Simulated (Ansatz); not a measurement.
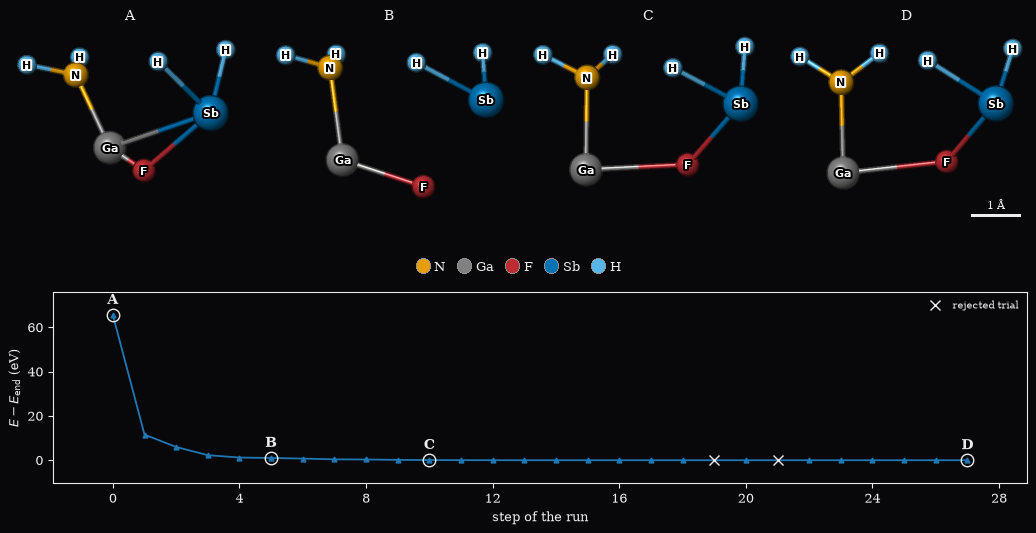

Frames of a relaxation of GaSbNH$_{4}$F, marked on the history of the run. A ball-and-stick model, seen from a free direction.

The run prepares an end point of a later path (torsion) calculation, from a guessed geometry.

These are results of Ansatz, RKS r2SCAN-D4/def2-SVP, not measurements. Set-up: no spin polarisation; force threshold 0.015 eV/Å; at most 40 steps.

Describe the path.

Answer. Over 25 accepted moves (27 points after the start) the energy falls by 65.581 eV. The largest force component goes from 320 to 0.013 eV/Å. The line search rejected the trial steps at points 19, 21 of the run. The forces were under the threshold at step 17, but the run went on from there. The Ga atom moves most after the best rigid fit: 1.06 Å. By element the largest moves are Ga 1.06 Å, H 0.99 Å, F 0.57 Å, N 0.29 Å, Sb 0.27 Å. Among the contacts that change: F–Ga 0.931 → 2.228 Å, Ga–Sb 2.694 → 3.911 Å, Ga–N 1.689 → 1.883 Å, F–Sb 2.163 → 2.010 Å. Among the angles between lasting bonds that change: N–Ga–F 146.5° → 85.3°, Ga–F–Sb 115.2° → 134.6°, Ga–N–H 114.3° → 125.0°. Groups turn about F–Sb by about 45°, F–Ga by about 40°. From step 0 to 5: the Ga atom moves most (0.62 Å), energy −64.565 eV. From step 5 to 10: F and H atoms move most (0.49 Å), energy −0.943 eV. From step 10 to 27: an H atom moves most (0.58 Å), energy −0.074 eV.
